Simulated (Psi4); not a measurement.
**SCAN/aug-cc-pVDZ (Cholesky decomposition, cholesky tolerance 0.001, sweep point 6) run of NH3 (SMILES N)**

Aim: the vertical ionisation energy of NH3 at SCAN/aug-cc-pVDZ (Cholesky decomposition, cholesky tolerance 0.001, sweep point 6), from 2 runs. 

The calculation is run with Psi4 1.11.

## 1. The molecule

NH3 has 4 atoms, charge 0, and is taken as a singlet. SMILES: `N`. The coordinates come from a GFN2-xTB relaxation.

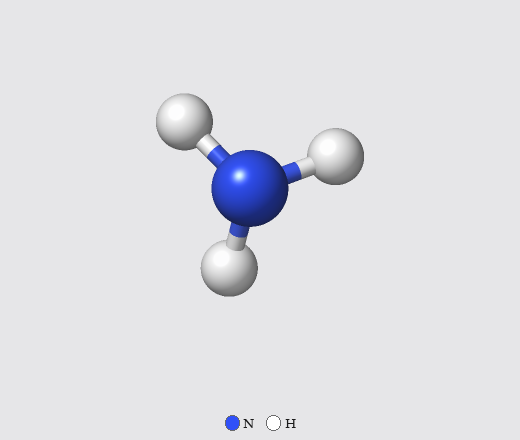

Viewed from a chosen angle; nitrogen blue, hydrogen white.

## 2. A single-point energy at SCAN/aug-cc-pVDZ (Cholesky decomposition, cholesky tolerance 0.001, sweep point 6)

File calc.in:

```
memory 1600 MB

molecule {
  0 1
  N     -0.068160     0.242830     0.108060
  H      0.491930    -0.300470     0.753380
  H     -0.891960    -0.300620    -0.118350
  H      0.468190     0.358250    -0.743090
  symmetry c1
}

set {
  basis                aug-cc-pVDZ
  puream               true
  scf_type             cd
  dft_radial_points    99
  dft_spherical_points 590
  cholesky_tolerance   0.001
}

e_tot, wfn = energy("scan", return_wfn=True)
```

On the command line:

```console
$ psi4 calc.in calc.out -n 1
```

calc.out:

```text
[...]
  Running in c1 symmetry.
[...]
  Nuclear repulsion =   11.945306870429269
[...]
  Multiplicity = 1
[...]
  Nalpha       = 5
  Nbeta        = 5
[...]
    Number of basis functions: 50
[...]
   @RKS iter   1:   -56.24492996063219   -1.38776e-01   1.64865e-02 DIIS/ADIIS
[...]
   @RKS iter   7:   -56.53883273137161   -7.02316e-08   4.11673e-07 DIIS
[...]
    Orbital Energies [Eh]
    ---------------------
    Doubly Occupied:
       1A    -14.152256     2A     -0.820992     3A     -0.430825
       4A     -0.430715     5A     -0.235968
[...]
  @RKS Final Energy:   -56.53883273137161
   => Energetics <=
    Nuclear Repulsion Energy =             11.9453068704292686
    One-Electron Energy =                 -99.6166858534005684
    Two-Electron Energy =                  39.1247047786408189
    DFT Exchange-Correlation Energy =      -7.9921585270411279
    Empirical Dispersion Energy =           0.0000000000000000
    VV10 Nonlocal Energy =                  0.0000000000000000
    Total Energy =                        -56.5388327313716132
[...]
 Multipole Moments:
 ------------------------------------------------------------------------------------
     Multipole            Electronic (a.u.)      Nuclear  (a.u.)        Total (a.u.)
 ------------------------------------------------------------------------------------
 L = 1.  Multiply by 2.5417464519 to convert [e a0] to [Debye]
 Dipole X            :         -0.0669349            0.2102521            0.1433172
 Dipole Y            :          0.2375424           -0.7490616           -0.5115192
 Dipole Z            :          0.1058345           -0.3333310           -0.2274964
 Magnitude           :                                                    0.5778809
[...]
```

Wall time 10 s (1 thread of AMD EPYC 7B13 (Zen 3), shared host); peak memory 1.1 GiB.

## 3. The doublet cation

File job.inp:

```
memory 1.6 GB

molecule m {
  1 2
  N     -0.068160     0.242830     0.108060
  H      0.491930    -0.300470     0.753380
  H     -0.891960    -0.300620    -0.118350
  H      0.468190     0.358250    -0.743090
  units angstrom
  symmetry c1
}

set basis aug-cc-pVDZ
set reference uks
set puream true
set scf_type cd
set dft_radial_points 99
set dft_spherical_points 590
set cholesky_tolerance 0.001
set maxiter 150

energy('scan')
print_variables()
```

On the command line:

```console
$ psi4 job.inp job.out -n 1
```

job.out:

```text
[...]
  Running in c1 symmetry.
[...]
  Nuclear repulsion =   11.945306870429269
[...]
  Multiplicity = 2
[...]
  Nalpha       = 5
  Nbeta        = 4
[...]
    Number of basis functions: 50
[...]
   @UKS iter   1:   -56.09086511568997    1.52892e-02   7.34091e-03 DIIS/ADIIS
[...]
   @UKS iter   7:   -56.14680460409633   -7.96196e-08   2.87112e-07 DIIS
[...]
   @S^2 Observed:                7.541486168E-01
[...]
    Orbital Energies [Eh]
    ---------------------
    Alpha Occupied:
       1A    -14.628251     2A     -1.253810     3A     -0.830487
       4A     -0.830360     5A     -0.729176
    Alpha Virtual:
       6A     -0.222259     7A     -0.150559     8A     -0.150545
       9A     -0.090529    10A     -0.084268    11A     -0.084222
      12A     -0.059580    13A     -0.013038    14A     -0.012995
      15A      0.013576    16A      0.028965    17A      0.029076
      18A      0.135341    19A      0.234940    20A      0.234950
      21A      0.265432    22A      0.319796    23A      0.323497
      24A      0.323611    25A      0.382485    26A      0.382548
[...]
  @UKS Final Energy:   -56.14680460409633
   => Energetics <=
    Nuclear Repulsion Energy =             11.9453068704292686
    One-Electron Energy =                 -95.4717518150803244
    Two-Electron Energy =                  35.0774116619527447
    DFT Exchange-Correlation Energy =      -7.6977713213980170
    Empirical Dispersion Energy =           0.0000000000000000
    VV10 Nonlocal Energy =                  0.0000000000000000
    Total Energy =                        -56.1468046040963316
[...]
 Multipole Moments:
 ------------------------------------------------------------------------------------
     Multipole            Electronic (a.u.)      Nuclear  (a.u.)        Total (a.u.)
 ------------------------------------------------------------------------------------
 L = 1.  Multiply by 2.5417464519 to convert [e a0] to [Debye]
 Dipole X            :         -0.0870660            0.2102521            0.1231861
 Dipole Y            :          0.3101342           -0.7490616           -0.4389274
 Dipole Z            :          0.1380435           -0.3333310           -0.1952874
 Magnitude           :                                                    0.4959528
[...]
```

Wall time 14 s (1 thread of AMD EPYC 7B13 (Zen 3), shared host); peak memory 1.1 GiB.

## 4. Outcome

Level: SCAN/aug-cc-pVDZ (Cholesky decomposition, cholesky tolerance 0.001, sweep point 6).

| quantity | value |
| --- | --- |
| singlet NH3: total energy | -56.53883 Eh |
| singlet NH3: dipole moment | 1.47 D |
| singlet NH3: HOMO energy | -6.42 eV |
| singlet NH3: LUMO energy | -0.01 eV |
| singlet NH3: HOMO–LUMO gap | 6.41 eV |
| doublet cation: total energy | -56.14680 Eh |
| doublet cation: HOMO energy (highest over α and β) | -19.84 eV |
| doublet cation: LUMO energy (lowest over α and β) | -14.66 eV |
| doublet cation: ⟨S²⟩ | 0.754 |
| vertical ionisation energy (to the doublet cation) | 10.668 eV |

The vertical ionisation energy comes to 10.67 eV (1029 kJ/mol). The negative HOMO energy of the first species, 6.42 eV, lies 4.25 eV below that difference.
